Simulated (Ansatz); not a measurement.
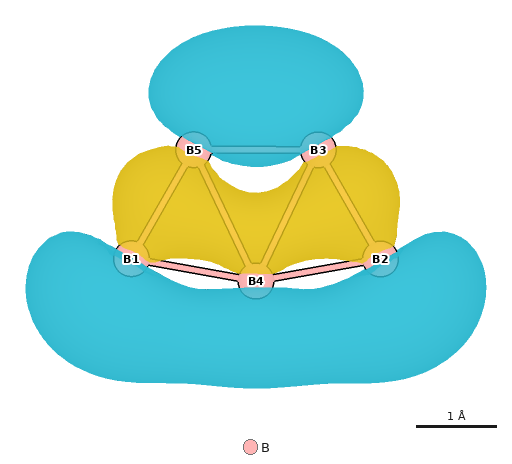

Figure. B₅ (doublet). The HOMO−1 (α) at ±0.1 Å⁻³ᐟ² (yellow and cyan are the two phases), seen across its widest extent.

Geometry: PBE-D4/def2-SVP; ⟨S²⟩ = 0.98, above the pure value of 0.75; not at a stationary point (largest force 0.8 eV/Å).

Theory: UKS PBE0-D4/def2-TZVP in Ansatz 0.2.0.

| atom | x (Å) | y (Å) | z (Å) |
| --- | --- | --- | --- |
| B | -1.4969 | -0.6946 | -0.1245 |
| B | 1.6304 | -0.2824 | 0.0280 |
| B | 0.6639 | 0.9750 | 0.1212 |
| B | 0.1044 | -0.7669 | -0.0684 |
| B | -0.9018 | 0.7689 | 0.0437 |

### What is the character of this orbital?

It lies mainly on B1 (about 20 %), B2 (about 20 %), B3 (about 20 %), B5 (about 20 %) and B4 (about 15 %); it is symmetric in the molecular plane (an in-plane orbital: σ, lone-pair or in-plane π type). Its energy is −8.20 eV.
